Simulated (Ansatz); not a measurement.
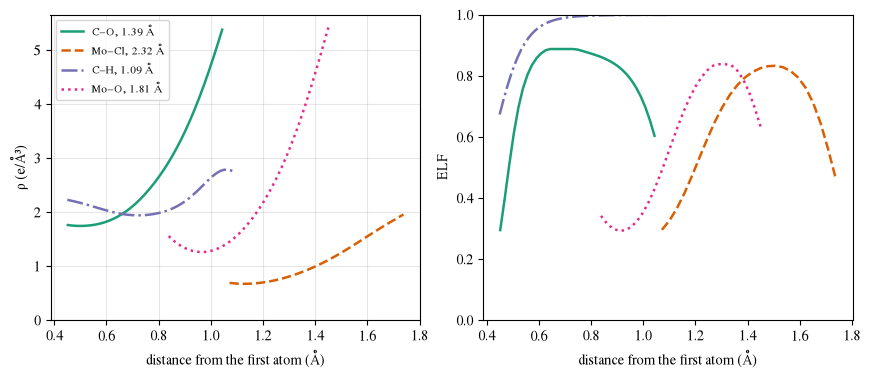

The picture shows: C2H6Cl4MoO2 (SMILES C[O][Mo]([Cl])([Cl])([Cl])([Cl])[O]C). Electron density and ELF along straight lines between neighbouring atoms. The curves leave out the atomic cores.

Geometry: PBE0-D4/def2-TZVP; core potentials replace the inner electrons of Mo.

Theory: RKS PBE0-D4/def2-TZVPP (Ansatz 0.2.0).

```xyz
15

C     0.1228   -1.0588    2.5849
O    -0.0954   -0.7924    1.2370
Mo   -0.2692    0.5942    0.0821
Cl   -2.2575   -0.1140   -0.9004
Cl    1.6817    1.3865    1.0759
Cl   -0.2921    2.5981   -1.0816
Cl   -1.6118    1.6261    1.6639
O     0.5198   -0.1566   -1.3673
C     0.4366   -0.1803   -2.7558
H     1.0962   -0.6377    2.8635
H     0.1153   -2.1392    2.7368
H    -0.6640   -0.5737    3.1725
H    -0.5519   -0.5656   -3.0327
H     1.2231   -0.8284   -3.1454
H     0.5464    0.8419   -3.1334
```

Q: What can be read from the curves?

A: C–O (1.39 Å): ρ at the midpoint is about 2.1 e/Å³, with its minimum of 1.7 e/Å³ about 0.5 Å from C; the ELF peaks at about 0.90 between the atoms (a polar covalent bond).
Mo–Cl (2.32 Å): the density is about 0.68 e/Å³ at the midpoint; the ELF peaks at about 0.85 in the valence shell of Cl, 0.8 Å from its nucleus, and is about 0.40 at the midpoint.
C–H (1.09 Å): ρ is about 2.1 e/Å³ halfway; the ELF climbs to about 1 towards the hydrogen, as it does in any bond to H: an ordinary covalent bond to hydrogen.
Mo–O (1.81 Å): ρ at the midpoint is about 1.3 e/Å³; the ELF peaks at about 0.85 in the valence shell of O, 0.5 Å from its nucleus, and drops to about 0.30 between the two atoms.
